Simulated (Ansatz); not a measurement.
# LiY (built on the sites of a database entry of LiIn): a soft mode frozen in, part 2 of 2

Wanted: the energy along a soft mode of LiY (built on the sites of a database entry of LiIn) and the structure at the end.

Ansatz 0.2.0; DFT PBEsol, scalar-relativistic, plane waves, PAW.

So far, highest frequency on the path or at a solved wavevector (cm⁻¹): step 2 (response at finite wavevector) 302. Also lowest frequency on the path (cm⁻¹): step 2 -60.6.

The structure was built from a prototype and need not be the compound's stable phase.

## (4) The mode frozen in, largest atomic shift 0.45 Å

The atoms are moved along the unstable eigenvector, the largest shift by 0.45 Å, with the cell fixed.

File input.yaml:

```yaml
crystal:
  lattice:
    - [0.0, 0.0, -7.3876798796]
    - [7.3876798796, 0.0, 0.0]
    - [3.6938399398, -7.3876798796, -3.6938399398]
  atoms:
    - { symbol: Li, position: [0.5158954612, 0.0158954612, 0.0] }
    - { symbol: Li, position: [-0.0158954612, 0.4841045388, 0.0] }
    - { symbol: Li, position: [0.2658954612, 0.2341045388, 0.5] }
    - { symbol: Li, position: [0.7341045388, 0.7658954612, 0.5] }
    - { symbol: Li, position: [0.3908954612, 0.3908954612, 0.75] }
    - { symbol: Li, position: [0.8591045388, 0.8591045388, 0.75] }
    - { symbol: Li, position: [0.1091045388, 0.6408954612, 0.25] }
    - { symbol: Li, position: [0.6408954612, 0.1091045388, 0.25] }
    - { symbol: "Y", position: [0.4986870397, 0.4507184395, 0.0505945208] }
    - { symbol: "Y", position: [0.0013129603, 0.0492815605, -0.0505945208] }
    - { symbol: "Y", position: [0.2739843001, 0.7739843001, 0.5] }
    - { symbol: "Y", position: [0.7260156999, 0.2260156999, 0.5] }
    - { symbol: "Y", position: [0.6489843001, 0.6489843001, 0.25] }
    - { symbol: "Y", position: [0.1010156999, 0.1010156999, 0.25] }
    - { symbol: "Y", position: [0.3736870397, 0.8257184395, 0.8005945208] }
    - { symbol: "Y", position: [0.8763129603, 0.4242815605, 0.6994054792] }
kpoints:
  mp_grid: { grid: [6, 6, 6] }
hamiltonian:
  xc: pbesol
scf:
  occupations: { method: methfessel_paxton, width: 0.2 }
output:
  forces: true
  stress: true
  eigenvalues: true
```

Started as:

```
ansatz run input.yaml --threads 4 --pin off --max-ram 14336MiB --backend cpu --events-out ev --progress --plain --runs-dir out
```

Numbers of over 12 decimals in the logs are rounded to 6 here.

The program printed:

```text
[...]
Crystal: 16 atoms, lattice volume = 403.203 Å³
Basis set: ecut = 420 eV, 7881 PW (Γ), exchange–correlation on 100×100×128 points (8 copies of the dense FFT grid, shifted against one another)
Bands: 72, of which v1, the nominal top of the filled ones, is band 56 counted from 1 (55 counted from 0)
Symmetry: 4 space group operations
[...]
k-points: 68 of 216
[...]
k-point 0: bands = [... 52 lower, 5.8135, 6.2887, 6.3018, 6.4672, 6.4849, 6.5000, 6.6730, 6.7028, ... 12 higher]
  k-point 1: bands = [... 52 lower, 6.0691, 6.1235, 6.3094, 6.4589, 6.5146, 6.6249, 6.6515, 6.6959, ... 12 higher]
  k-point 2: bands = [... 52 lower, 6.0332, 6.3621, 6.4145, 6.5360, 6.5877, 6.6491, 6.7090, 6.7260, ... 12 higher]
  k-point 67: bands = [... 52 lower, 5.8241, 5.8914, 5.9007, 5.9763, 6.5075, 6.5971, 6.7082, 6.8187, ... 12 higher]
[key lines of the parts left out:]
SCF converged after 8 iterations
Free energy (F): -31979.855437 eV
Fermi energy:    6.388055 eV
P = ⅓ Tr σ = -0.1043 GPa (-1.043 kbar)
```

Run time: 35 s. Hardware: 4 threads of Arm Neoverse V1, shared host; peak memory 1.9 GiB.

This step gave:

* pressure: -0.1043 GPa
* energy from the undistorted cell: -15.59 meV/atom

The energy, extrapolated to zero smearing, is -15.59 meV/atom against the undistorted cell.

The run ends at a pressure of -0.10 GPa, with forces up to 0.24 eV/Å.

## (5) Energy along the mode, all amplitudes (two of the runs are shown above)

An imaginary frequency means negative curvature, so the energy should fall and then rise again as anharmonic terms take over.

Numbers from this step:

| Item | Value |
| --- | --- |
| depth at the lowest point sampled | 15.59 meV/atom |
| largest atomic shift at that point | 0.45 Å |

The energy from the parent by largest atomic shift:

```
largest atomic shift (Å)  energy from the parent (meV/atom)
                   0.000                                  0
                   0.040                             -0.221
                   0.080                             -0.871
                   0.140                              -2.57
                   0.220                              -5.83
                   0.320                              -10.6
                   0.450                              -15.6
                   0.600                              -15.3
```

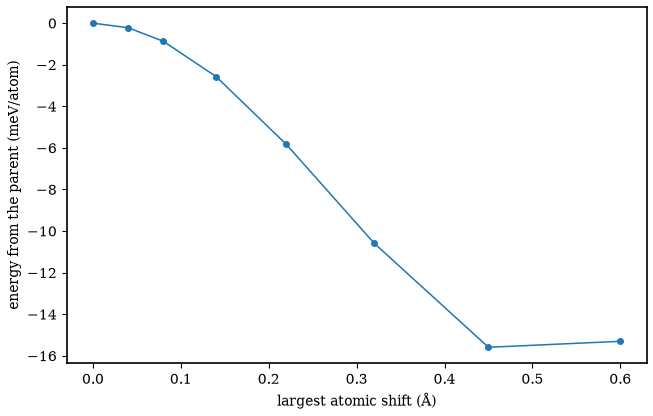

Energy from the parent against largest atomic shift.

Displacement at unit largest shift by atom:

```
atom  x (Å)  y (Å)  z (Å)  size
 Li1   0.26   0.00  -0.26  0.37
 Li2  -0.26   0.00   0.26  0.37
 Li3  -0.26   0.00  -0.26  0.37
 Li4   0.26   0.00   0.26  0.37
 Li5   0.26   0.00  -0.26  0.37
 Li6  -0.26   0.00   0.26  0.37
 Li7   0.26   0.00   0.26  0.37
 Li8  -0.26   0.00  -0.26  0.37
  Y9  -0.39  -0.83  -0.39  1.00
 Y10   0.39   0.83   0.39  1.00
 Y11   0.39   0.00  -0.39  0.56
 Y12  -0.39   0.00   0.39  0.56
 Y13   0.39   0.00  -0.39  0.56
 Y14  -0.39   0.00   0.39  0.56
 Y15  -0.39  -0.83  -0.39  1.00
 Y16   0.39   0.83   0.39  1.00
```

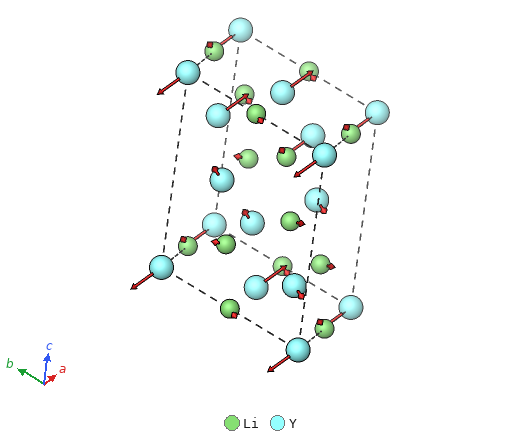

Displacement at unit largest shift as arrows, the longest 1.00 Å. Some periodic images of atoms are drawn too.

The lowest of the steps tried is at 0.45 Å, 15.6 meV/atom below the parent; the bottom of the well need not coincide with a step.

## (6) Relaxing from the distorted cell

Starting from the lowest point found, all atoms and the cell are let go, so that strain and other modes of the same symmetry can join in.

Changes to input.yaml since step 4:

```diff
@@ -32 +32,6 @@
   eigenvalues: true
+relax:
+  adjacent_minimum: "off"
+  f_tol: 0.002
+  max_steps: 120
+  cell: { stress_tol: 0.03 }
```

The program printed:

```text
[...]
Crystal: 16 atoms, lattice volume = 403.203 Å³
Basis set: ecut = 420 eV, 7881 PW (Γ), exchange–correlation on 100×100×128 points (8 copies of the dense FFT grid, shifted against one another)
Bands: 72, of which v1, the nominal top of the filled ones, is band 56 counted from 1 (55 counted from 0)
Symmetry: 4 space group operations
[...]
k-points: 68 of 216
[...]
SCF iter   1: F=—  HF=-31979.857157 eV  |F-HF|=—  |Δ(HF+E_count)|=         —  Δρ=2.77e-3  dr2=4.89e-2  ethr=1.77e-3  ⟨swp⟩=7.6  Hψ=20921  notcnv=0
[...]
SCF iter   8: F=-31979.855437 eV  HF=-31979.855437 eV  |F-HF|=2.23e-9  |Δ(HF+E_count)|=   2.55e-8  S|Δr|=    0.00e0  Δρ=1.19e-6  dr2=8.90e-9  ethr=8.93e-11  ⟨swp⟩=8.6  Hψ=16269  notcnv=0
SCF 1 converged in 8 iterations: F = -31979.855437 eV  dr2 = 8.90e-9
[...]
relax step   1: F+E_penalty+E_count = -31979.85543748 eV  Δ(F+E_penalty+E_count) = +0.000e0 eV  max|allowed force component| = 2.310e-1 eV/Å  Δτ_max = 0.0000 Å  P = -0.104 GPa  Ω = 403.203 Å³  (8 SCF iters, dr2 threshold 1.00e-7 eV, accepted)
Crystal: 16 atoms, lattice volume = 399.834 Å³
Basis set: ecut = 420 eV, 7807 PW (Γ), exchange–correlation on 100×100×128 points (8 copies of the dense FFT grid, shifted against one another)
[...]
SCF iter   7: F=-31980.021171 eV  HF=-31980.021171 eV  |F-HF|=2.28e-7  |Δ(HF+E_count)|=   1.13e-6  S|Δr|=    0.00e0  Δρ=6.17e-6  dr2=3.88e-7  ethr=1.43e-9  ⟨swp⟩=8.2  Hψ=19744  notcnv=0
SCF 2 converged in 7 iterations: F = -31980.021171 eV  dr2 = 3.88e-7
relax step   2: F+E_penalty+E_count = -31980.02117093 eV  Δ(F+E_penalty+E_count) = -1.657e-1 eV  max|allowed force component| = 1.768e-1 eV/Å  Δτ_max = 0.1835 Å  P = +0.007 GPa  Ω = 399.834 Å³  energy of the carried Pulay correction = +6.719e-5 eV  (7 SCF iters, dr2 threshold 1.60e-6 eV, accepted)
Crystal: 16 atoms, lattice volume = 397.876 Å³
Basis set: ecut = 420 eV, 7785 PW (Γ), exchange–correlation on 100×100×128 points (8 copies of the dense FFT grid, shifted against one another)
[...]
SCF iter   7: F=-31980.156235 eV  HF=-31980.156235 eV  |F-HF|=5.81e-8  |Δ(HF+E_count)|=   6.00e-7  S|Δr|=    0.00e0  Δρ=4.73e-6  dr2=1.56e-7  ethr=1.43e-9  ⟨swp⟩=7.9  Hψ=19265  notcnv=0
SCF 3 converged in 7 iterations: F = -31980.156235 eV  dr2 = 1.56e-7
relax step   3: F+E_penalty+E_count = -31980.15623532 eV  Δ(F+E_penalty+E_count) = -1.351e-1 eV  max|allowed force component| = 1.239e-1 eV/Å  Δτ_max = 0.1965 Å  P = +0.195 GPa  Ω = 397.876 Å³  energy of the carried Pulay correction = +1.067e-4 eV  (7 SCF iters, dr2 threshold 1.60e-6 eV, accepted)
[... from here on, the SCF cycles and remarks between the steps are left out ...]
relax step   4: F+E_penalty+E_count = -31980.29817934 eV  Δ(F+E_penalty+E_count) = -1.419e-1 eV  max|allowed force component| = 8.389e-2 eV/Å  Δτ_max = 0.1936 Å  P = +0.376 GPa  Ω = 399.279 Å³  energy of the carried Pulay correction = +7.836e-5 eV  (7 SCF iters, dr2 threshold 9.60e-7 eV, accepted)
relax step   5: F+E_penalty+E_count = -31980.31348609 eV  Δ(F+E_penalty+E_count) = -1.531e-2 eV  max|allowed force component| = 1.780e-1 eV/Å  Δτ_max = 0.1951 Å  P = +0.306 GPa  Ω = 405.208 Å³  energy of the carried Pulay correction = -3.954e-5 eV  (7 SCF iters, dr2 threshold 1.60e-6 eV, accepted)
relax step   6: F+E_penalty+E_count = -31980.38242647 eV  Δ(F+E_penalty+E_count) = -6.894e-2 eV  max|allowed force component| = 7.398e-2 eV/Å  Δτ_max = 0.1198 Å  P = -0.017 GPa  Ω = 406.106 Å³  energy of the carried Pulay correction = -5.714e-5 eV  (7 SCF iters, dr2 threshold 1.60e-6 eV, accepted)
relax step   7: F+E_penalty+E_count = -31980.39947443 eV  Δ(F+E_penalty+E_count) = -1.705e-2 eV  max|allowed force component| = 1.981e-2 eV/Å  Δτ_max = 0.0545 Å  P = -0.005 GPa  Ω = 407.193 Å³  energy of the carried Pulay correction = -7.836e-5 eV  (7 SCF iters, dr2 threshold 3.42e-7 eV, accepted)
relax step   8: F+E_penalty+E_count = -31980.40049562 eV  Δ(F+E_penalty+E_count) = -1.021e-3 eV  max|allowed force component| = 1.714e-2 eV/Å  Δτ_max = 0.0180 Å  P = +0.034 GPa  Ω = 406.380 Å³  energy of the carried Pulay correction = -6.249e-5 eV  (7 SCF iters, dr2 threshold 2.45e-8 eV, accepted)
relax step   9: F+E_penalty+E_count = -31980.40103049 eV  Δ(F+E_penalty+E_count) = -5.349e-4 eV  max|allowed force component| = 4.258e-3 eV/Å  Δτ_max = 0.0084 Å  P = +0.001 GPa  Ω = 407.087 Å³  energy of the carried Pulay correction = -7.631e-5 eV  (7 SCF iters, dr2 threshold 1.84e-8 eV, accepted)
relax step  10: F+E_penalty+E_count = -31980.40105243 eV  Δ(F+E_penalty+E_count) = -2.193e-5 eV  max|allowed force component| = 9.568e-4 eV/Å  Δτ_max = 0.0017 Å  P = +0.002 GPa  Ω = 407.094 Å³  energy of the carried Pulay correction = -7.643e-5 eV  (7 SCF iters, dr2 threshold 1.13e-9 eV, accepted)
[...]
SCF iter   7: F=-31980.400994 eV  HF=-31980.400994 eV  |F-HF|=7.28e-12  |Δ(HF+E_count)|=  1.46e-11  S|Δr|=    0.00e0  Δρ=3.13e-8  dr2=1.19e-11  ethr=1.00e-12  ⟨swp⟩=4.0  Hψ=12978  notcnv=0
SCF 11 converged in 7 iterations: F = -31980.400994 eV  dr2 = 1.19e-11
relax step  11: F+E_penalty+E_count = -31980.40099384 eV  Δ(F+E_penalty+E_count) = +5.859e-5 eV  max|allowed force component| = 9.409e-4 eV/Å  Δτ_max = 0.0000 Å  P = +0.003 GPa  Ω = 407.094 Å³  stress off target by 4.77e-3 GPa  SCF on the basis re-selected at this cell (its energy is not comparable with the rows above)  (7 SCF iters)
basis re-selected at this cell: Δ(F+E_penalty+E_count) = +5.859e-5 eV, ΔP = +0.001 GPa vs the last step (what re-selecting the basis moved, of the pressure what is left beyond the Pulay correction that the steps carried, after the strain that the cell walked since its last selection, with what the two solves' SCF thresholds leave and, on support functions, any second-order correction that the steps lacked; it is no m [...]
SCF converged after 7 iterations
[...]
Free energy (F): -31980.400994 eV
[...]
Internal energy: -31980.394603 eV  (E = F + TS)
E sigma→0 (E₀):  -31980.399396 eV
Entropy (-TS):   -0.006391 eV (-0.399 meV/atom)
Fermi energy:    6.397874 eV
[...]
--- Forces (eV/Å), atoms counted from 1 ---
  atom   1  Li    -0.00003352    -0.00013323    -0.00016204
  atom   2  Li    -0.00016204    -0.00013323    -0.00003352
  atom   3  Li     0.00012634    -0.00049747     0.00012634
  atom   4  Li    -0.00022756    -0.00019089    -0.00022756
  atom   5  Li     0.00016204     0.00013323     0.00003352
  atom   6  Li     0.00003352     0.00013323     0.00016204
  atom   7  Li    -0.00012634     0.00049747    -0.00012634
  atom   8  Li     0.00022756     0.00019089     0.00022756
  atom   9  Y      0.00001499     0.00094090     0.00001499
  atom  10  Y     -0.00040352     0.00033586    -0.00040352
  atom  11  Y     -0.00000438    -0.00016999    -0.00065361
  atom  12  Y     -0.00065361    -0.00016999    -0.00000438
  atom  13  Y      0.00065361     0.00016999     0.00000438
  atom  14  Y      0.00000438     0.00016999     0.00065361
  atom  15  Y      0.00040352    -0.00033586     0.00040352
  atom  16  Y     -0.00001499    -0.00094090    -0.00001499
  max |Σ_I F_I| component: 1.08e-19 eV/Å
--- Stress (GPa, compression-positive) ---
        0.003336      -0.000169      -0.001437
       -0.000169       0.001585      -0.000169
       -0.001437      -0.000169       0.003336
  P = ⅓ Tr σ = 0.0028 GPa (0.028 kbar)
--- Band table (eV; the first three rows and the last of 68) ---
  k-point 0: bands = [... 52 lower, 5.8101, 6.1825, 6.2952, 6.3215, 6.3806, 6.6918, 6.7572, 6.8100, ... 12 higher]
  k-point 1: bands = [... 52 lower, 5.8719, 6.1860, 6.2682, 6.3087, 6.4077, 6.6192, 6.6769, 6.7490, ... 12 higher]
  k-point 2: bands = [... 52 lower, 5.9734, 6.0881, 6.1784, 6.3773, 6.3897, 6.4255, 6.6359, 6.7682, ... 12 higher]
  k-point 67: bands = [... 52 lower, 5.9792, 6.0372, 6.1978, 6.4113, 6.5045, 6.6645, 6.6876, 6.8407, ... 12 higher]
--- Relaxed structure (10 steps of the walk, 10 accepted, 1 SCFs on fresh bases) ---
  F+E_penalty+E_count = -31980.40099384 eV   max|allowed force component| = 9.409e-4 eV/Å   (the final SCF, on the basis selected at the relaxed cell)
  cell:  # Å, volume = 407.0938 Å³
    - [-0.313688, -0.288998, -7.287775]
    - [7.287775, 0.288998, 0.313688]
    - [3.198045, -7.701068, -3.776042]
  atoms:
    - { symbol: Li, position: [0.552936, 0.019995, 0.000209049] }
    - { symbol: Li, position: [-0.020204, 0.446855, 0.000209049] }
    - { symbol: Li, position: [0.259568, 0.284149, 0.456283] }
    - { symbol: Li, position: [0.706159, 0.749865, 0.543976] }
    - { symbol: Li, position: [0.395204, 0.428145, 0.749791] }
    - { symbol: Li, position: [0.822064, 0.855005, 0.749791] }
    - { symbol: Li, position: [0.115432, 0.590851, 0.293717] }
    - { symbol: Li, position: [0.668841, 0.125135, 0.206024] }
    - { symbol: Y, position: [0.499821, 0.445555, 0.054624] }
    - { symbol: Y, position: [0.054704, 0.087517, -0.142221] }
    - { symbol: Y, position: [0.283613, 0.824137, 0.524230] }
    - { symbol: Y, position: [0.651633, 0.192157, 0.524230] }
    - { symbol: Y, position: [0.723367, 0.682843, 0.225770] }
    - { symbol: Y, position: [0.091387, 0.050863, 0.225770] }
    - { symbol: Y, position: [0.320296, 0.787483, 0.892221] }
    - { symbol: Y, position: [0.875179, 0.429445, 0.695376] }
```

Elapsed: 7.4 min, on 4 threads; peak memory 2 GiB; 29 min of CPU time.

The steps of the relaxation:

```
step  energy less that of the first step (eV)  largest force component (eV/Å)  pressure (GPa)  volume (Å³)
   1                                   0.0000                          0.2310           -0.10       403.20
   2                                  -0.1657                          0.1768            0.01       399.83
   3                                  -0.3008                          0.1239            0.20       397.88
   4                                  -0.4427                          0.0839            0.38       399.28
   5                                  -0.4580                          0.1780            0.31       405.21
   6                                  -0.5270                          0.0740           -0.02       406.11
   7                                  -0.5440                          0.0198           -0.01       407.19
   8                                  -0.5451                          0.0171            0.03       406.38
   9                                  -0.5456                          0.0043            0.00       407.09
  10                                  -0.5456                          0.0010            0.00       407.09
 11*                                  -0.5456                          0.0009            0.00       407.09
```

Relaxation steps marked * repeat the geometry before them on a plane-wave basis chosen anew for their cell, so energy and pressure can jump there.

The run keeps the 4 symmetry operations that it works with, so distortions that break them were not tested.

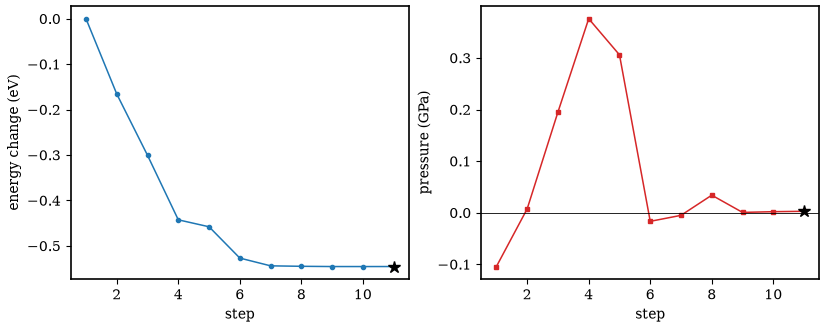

Energy and pressure along the relaxation. Stars mark steps on a basis chosen anew.

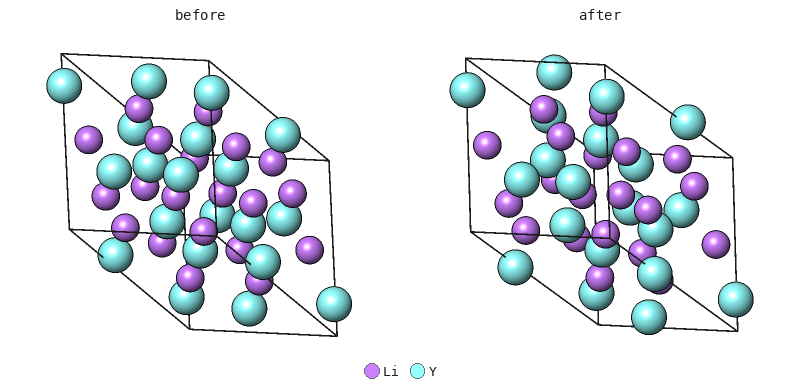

The structure before and after the relaxation, drawn at the same scale.

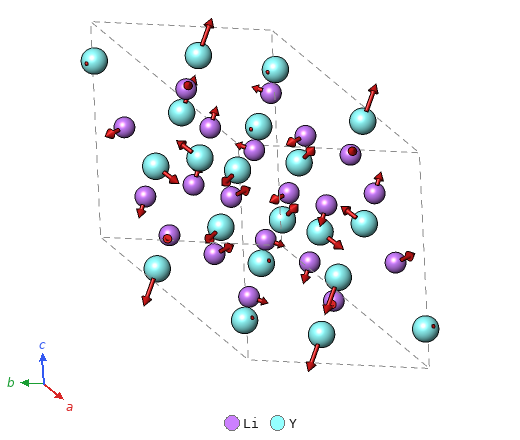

Displacements in the relaxation, exaggerated, measured against the changing cell; the longest in the cell stands for 0.70 Å. Some periodic images of atoms are drawn too.

```
     cell as run  before  after   change
           a (Å)   7.388  7.300   -1.2 %
           b (Å)   7.388  7.300   -1.2 %
           c (Å)   9.048  9.154   +1.2 %
           α (°)   65.91  72.68  +10.3 %
           β (°)   65.91  64.53   -2.1 %
           γ (°)   90.00  95.01   +5.6 %
volume (Å³/atom)   25.20  25.44   +1.0 %
```

The atoms that moved most (Å, as changes of fractional coordinates times the final cell):

```
atom      dx      dy      dz  length
 Y10  -0.031   0.701  -0.031   0.703
 Y15   0.031  -0.701   0.031   0.703
 Y13   0.146   0.175  -0.440   0.495
 Y14  -0.440   0.175   0.146   0.495
 Y12  -0.146  -0.175   0.440   0.495
 Y11   0.440  -0.175  -0.146   0.495
 Li3   0.227   0.353   0.227   0.477
 Li7  -0.227  -0.353  -0.227   0.477
```

The relaxed structure:

```xyz
16
Lattice="-0.3137 -0.2890 -7.2878 7.2878 0.2890 0.3137 3.1980 -7.7011 -3.7760" Properties=species:S:1:pos:R:3 pbc="T T T"
Li   -0.0271   -0.1556   -4.0242
Li    3.2636    0.1334    0.2866
Li    3.4486   -3.5068   -3.5255
Li    6.9830   -4.1766   -6.9652
Li    5.3941   -5.7647   -5.5771
Li    8.3711   -5.7647   -8.5541
Li    5.2091   -2.1245   -1.7650
Li    1.3610   -1.7437   -5.6131
Y     3.2650   -0.4363   -3.7091
Y     0.1658    1.1047    0.1658
Y     7.5937   -3.8809   -3.7879
Y     2.8725   -4.1699   -6.6682
Y     5.4715   -1.7504   -5.9101
Y     1.0640   -1.7504   -1.5026
Y     8.4919   -6.7360   -5.4563
Y     5.0790   -5.4840   -8.8692
```

Numbers from this step:

* pressure: 0.002753 GPa
* volume per atom: 25.44 Å³

The distorted start has space group C2/m; the relaxation ends in C2/m.

## (7) The phases reached

The phases reached along the modes that were followed are set side by side.

Energies are those of the first relaxation, on the mesh of the frozen mode; space group, volume and gap are those of the last relaxation. Phases, by row:

```
                   mode frozen in  space group  energy from parent (meV/atom)  volume (Å³/atom)  gap on mesh (eV)  lowest zone-centre optical mode (cm⁻¹)  largest shift (Å)
                           parent        Fd-3m                              0              25.2                 0                                       –                  –
    q = (0, -0.5, -0.5), 61i cm⁻¹     P4_12_12                         -49.35             25.02                 0                                     -38              0.542
    q = (0, -0.5, -0.5), 61i cm⁻¹         Pnma                         -94.45             25.01                 0                                   -50.3              0.941
    q = (0, -0.5, -0.5), 61i cm⁻¹     P4_32_12                         -49.35             25.02                 0                                     -38              0.542
q = (0.25, -0.5, -0.25), 50i cm⁻¹        I-42d                         -22.58             24.94                 0                                       –              0.487
q = (0.25, -0.5, -0.25), 50i cm⁻¹        I-42m                         -29.74             24.98                 0                                       –              0.856
q = (0.25, -0.5, -0.25), 50i cm⁻¹         C2/m                         -49.61             25.44                 0                                       –              1.129
```

## (8) Results

```
unstable mode of the parent                                                      : q = (0.25, -0.5, -0.25), 50i cm⁻¹
depth at the lowest point sampled                                                : 15.6 meV/atom
largest atomic shift at that point                                               : 0.45 Å
space group reached (within 0.01 Å)                                              : C2/m
energy gained over the parent (first relaxation, on the mesh of the frozen mode) : 49.6 meV/atom
volume per atom, phase reached                                                   : 25.4 Å³
```

Along this mode the structure falls into C2/m, 49.6 meV/atom below the parent. At the parent's cell the well is 15.59 meV/atom deep on the steps tried, with its lowest point at a shift of 0.45 Å. Relaxing atoms and cell changes the gain by +34.02 meV/atom against the lowest step (energies at zero smearing). Most of the total comes from this relaxation. The modes of the phase reached were not computed on this path. Of the 6 patterns followed to their end from this parent, this one ends 44.8 meV/atom above the lowest, Pnma. Another end point lies within 1 meV/atom; how such a difference moves with mesh and cutoff was not tested. Each path keeps the symmetry of its pattern, so a lower phase may lie along a pattern not tried. With no gap, or one that is small against the smearing, the frequencies hang on the k mesh and the smearing, most of all near Kohn anomalies. The starting cell was built on a prototype and not taken from a measurement, so the phase need not exist.

[Logs are printed without paths, hosts, clocks, repeated set-up lines and the standing remarks that a program may print on its own settings, such as how far it seeks lower states.]

[Hosts, paths, dates, database ids (printed as entryN), source tags and the programs' standing remarks are cut or masked in the printed files.]
